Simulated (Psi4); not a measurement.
**UB3LYP/6-31G(d) (Cartesian functions) run of CH (SMILES [CH])**

What is the vertical doublet–quartet gap of CH at UB3LYP/6-31G* (Cartesian functions)? 

Program for the calculation: Psi4 1.11.

2 further runs of the same task are left out: 2 set aside as unsound or not needed.

### 1 The structure to begin with

The species is CH (2 atoms), meant as a doublet with charge 0. As SMILES, `[CH]`. The coordinates come from a PBE0-D4/def2-TZVP relaxation.

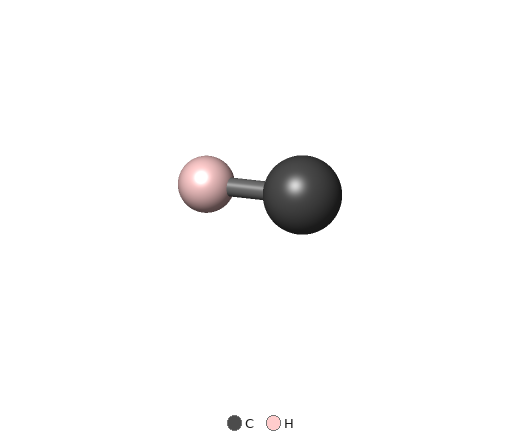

The structure, seen from a chosen angle (carbon dark grey, hydrogen pink).

### 2 Energy and gradient at UB3LYP/6-31G(d) (Cartesian functions)

File calc.inp:

```
memory 1600 mb

molecule {
  0 2
  C      0.000000     0.000000    -0.004060
  H      0.000000     0.000000     1.118400
  symmetry c1
  no_reorient
  no_com
}

set basis 6-31G*
set reference uks
set puream false
set e_convergence 1e-09
set d_convergence 1e-08
set scf_type pk
set dft_radial_points 99
set dft_spherical_points 590
set maxiter 100

result, w = gradient("b3lyp", return_wfn=True)
print_variables()
```

Started as:

```sh
psi4 -n 1 calc.inp calc.out
```

calc.out:

```text
[...]
  Running in c1 symmetry.
[...]
  Nuclear repulsion =    2.828664953780090
[...]
  Multiplicity = 2
[...]
  Nalpha       = 4
  Nbeta        = 3
[...]
    Number of basis functions: 17
[...]
   @UKS iter   1:   -38.46369321303652   -4.39102e-01   9.02298e-03 DIIS/ADIIS
[...]
   @UKS iter   9:   -38.47910611381339   -2.65032e-12   4.00919e-09 DIIS
[...]
   @S^2 Observed:                7.521458353E-01
[...]
    Orbital Energies [Eh]
    ---------------------
    Alpha Occupied:
       1A    -10.278572     2A     -0.643949     3A     -0.311717
       4A     -0.245862
    Alpha Virtual:
       5A     -0.132248     6A      0.125900     7A      0.515341
       8A      0.542068     9A      0.561837    10A      0.634470
      11A      0.854249    12A      1.645920    13A      1.651499
      14A      1.660154    15A      1.663125    16A      2.084077
      17A      3.863234
    Beta Occupied:
[...]
  @UKS Final Energy:   -38.47910611381339
   => Energetics <=
    Nuclear Repulsion Energy =              2.8286649537800899
    One-Electron Energy =                 -56.6906944993475861
    Two-Electron Energy =                  19.9382106273994353
    DFT Exchange-Correlation Energy =      -4.5552871956453345
    Empirical Dispersion Energy =           0.0000000000000000
    VV10 Nonlocal Energy =                  0.0000000000000000
    Total Energy =                        -38.4791061138133941
[...]
 Multipole Moments:
 ------------------------------------------------------------------------------------
     Multipole            Electronic (a.u.)      Nuclear  (a.u.)        Total (a.u.)
 ------------------------------------------------------------------------------------
 L = 1.  Multiply by 2.5417464519 to convert [e a0] to [Debye]
 Dipole X            :          0.0000000            0.0000000            0.0000000
 Dipole Y            :         -0.0000000            0.0000000           -0.0000000
 Dipole Z            :         -1.5145830            2.0674360            0.5528530
 Magnitude           :                                                    0.5528530
[...]
  -Total Gradient:
     Atom            X                  Y                   Z
    ------   -----------------  -----------------  -----------------
       1        0.000000000000    -0.000000000000     0.005727083768
       2       -0.000000000000    -0.000000000000    -0.005727091491
[...]
```

Run time: 5.7 s. Hardware: 1 thread of Intel Xeon Platinum 8259CL at 2.50GHz (Skylake/Cascade Lake), shared host; peak memory 0.27 GiB.

### 3 The quartet: the energy at UB3LYP/6-31G(d) (Cartesian functions)

File ch.json:

```json
{
  "schema_name": "qcschema_input",
  "schema_version": 1,
  "molecule": {
    "schema_name": "qcschema_molecule",
    "schema_version": 2,
    "symbols": ["C", "H"],
    "geometry": [0.0, 0.0, -0.00767229, 0.0, 0.0, 2.1134697],
    "molecular_charge": 0,
    "molecular_multiplicity": 4,
    "fix_symmetry": "c1"
  },
  "driver": "energy",
  "model": {
    "method": "b3lyp",
    "basis": "6-31G*"
  },
  "keywords": {
    "reference": "uks",
    "puream": false,
    "e_convergence": 1e-09,
    "d_convergence": 1e-08,
    "scf_type": "pk",
    "dft_radial_points": 99,
    "dft_spherical_points": 590,
    "maxiter": 100,
    "scf_properties": ["QUADRUPOLE", "LOWDIN_CHARGES", "MAYER_INDICES"]
  }
}
```

Started as:

```sh
psi4 --qcschema ch.json -n 1 --memory 1600MB
```

stdout:

```text
[...]
  Running in c1 symmetry.
[...]
  Nuclear repulsion =    2.828664949487894
[...]
  Multiplicity = 4
[...]
  Nalpha       = 5
  Nbeta        = 2
[...]
    Number of basis functions: 17
[...]
   @UKS iter   1:   -38.42933444674129   -4.04743e-01   9.51634e-03 ADIIS/DIIS
[...]
   @UKS iter   9:   -38.44618174321517   -1.02318e-12   3.62769e-09 DIIS
[...]
   @S^2 Observed:                3.751272008E+00
[...]
    Orbital Energies [Eh]
    ---------------------
    Alpha Occupied:
       1A    -10.257935     2A     -0.656144     3A     -0.378575
       4A     -0.247848     5A     -0.247848
    Alpha Virtual:
       6A      0.116349     7A      0.518364     8A      0.518364
       9A      0.524645    10A      0.614317    11A      0.844239
      12A      1.619067    13A      1.619067    14A      1.641987
      15A      1.641987    16A      2.039809    17A      3.848900
    Beta Occupied:
[...]
  @UKS Final Energy:   -38.44618174321517
   => Energetics <=
    Nuclear Repulsion Energy =              2.8286649494878944
    One-Electron Energy =                 -56.7062089708604660
    Two-Electron Energy =                  20.0132727270151562
    DFT Exchange-Correlation Energy =      -4.5819104488577542
    Empirical Dispersion Energy =           0.0000000000000000
    VV10 Nonlocal Energy =                  0.0000000000000000
    Total Energy =                        -38.4461817432151705
[...]
 Multipole Moments:
 ------------------------------------------------------------------------------------
     Multipole            Electronic (a.u.)      Nuclear  (a.u.)        Total (a.u.)
 ------------------------------------------------------------------------------------
 L = 1.  Multiply by 2.5417464519 to convert [e a0] to [Debye]
 Dipole X            :          0.0000000            0.0000000            0.0000000
 Dipole Y            :         -0.0000000            0.0000000           -0.0000000
 Dipole Z            :         -0.6720523            0.9707437            0.2986913
 Magnitude           :                                                    0.2986913
 L = 2.  Multiply by 1.3450342976 to convert [e a0^2] to [Debye ang]
 Quadrupole XX       :         -5.2666621            0.0000000           -5.2666621
 Quadrupole XY       :         -0.0000000            0.0000000           -0.0000000
[...]
```

The result, in JSON:

```text
{
 "driver": "energy",
 "model": {
  "method": "b3lyp",
  "basis": "6-31G*"
 },
 "success": true,
 "return_result": -38.44618174321517,
 "properties": {
  "calcinfo_nbasis": 17,
  "calcinfo_nmo": 17,
  "calcinfo_nalpha": 5,
  "calcinfo_nbeta": 2,
  "calcinfo_natom": 2,
  "nuclear_repulsion_energy": 2.8286649494878944,
  "return_energy": -38.44618174321517,
  "scf_one_electron_energy": -56.706208970860466,
  "scf_two_electron_energy": 20.013272727015156,
  "scf_xc_energy": -4.581910448857754,
  "scf_dipole_moment": [8.666523684251681e-16, -5.627374911509812e-16, 0.29869132903153617],
  "scf_total_energy": -38.44618174321517,
  "scf_iterations": 9
 }
}
```

It took 5.1 s on 1 thread of Intel Xeon Platinum 8259CL at 2.50GHz (Skylake/Cascade Lake), shared host; peak memory 0.26 GiB.

### 4 What came out

At UB3LYP/6-31G* (Cartesian functions):

| quantity | value |
| --- | --- |
| doublet: total energy | -38.47911 Eh |
| doublet: dipole moment | 1.41 D |
| doublet: HOMO energy (highest over α and β) | -6.69 eV |
| doublet: LUMO energy (lowest over α and β) | -3.60 eV |
| doublet: ⟨S²⟩ | 0.752 |
| doublet: largest force on an atom | 0.294 eV/Å |
| quartet: total energy | -38.44618 Eh |
| quartet: dipole moment | 0.76 D |
| quartet: HOMO energy (highest over α and β) | -6.74 eV |
| quartet: LUMO energy (lowest over α and β) | -4.16 eV |
| quartet: ⟨S²⟩ | 3.751 |
| vertical energy of the quartet above the doublet | 0.896 eV |

What this shows: At this shape the quartet lies 0.90 eV (20.7 kcal/mol) above the doublet. The largest force (doublet) is 0.29 eV/Å: the shape isn't a stationary point for this species at this level.
